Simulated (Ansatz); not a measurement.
The parent structure is PbSe in the rock salt structure (space group Fm-3m, No. 225; a = 6.218 Å).

Structures relaxed with Ansatz (a program for electronic structure), PBE, PAW, cutoff 420 eV, no spin-orbit coupling.

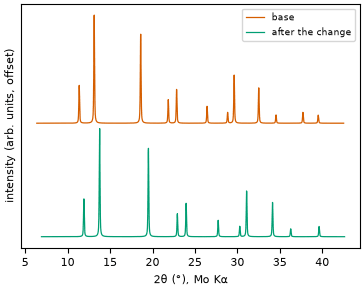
Figure. Simulated powder patterns before (top) and after one change

Q: Name the change that was made.
(A) pressure 9 GPa
(B) pressure 2.1 GPa
(C) pressure 0.9 GPa
(D) pressure −1 GPa

A: A, pressure 9 GPa. Its volume per atom is 26.07 Å³ against 30.05 Å³, and its space group is Fm-3m (No. 225).

Load acts through the strain it causes; cell and atoms are relaxed under it. Stability against distortions was not tested. No other phases were tried under pressure.
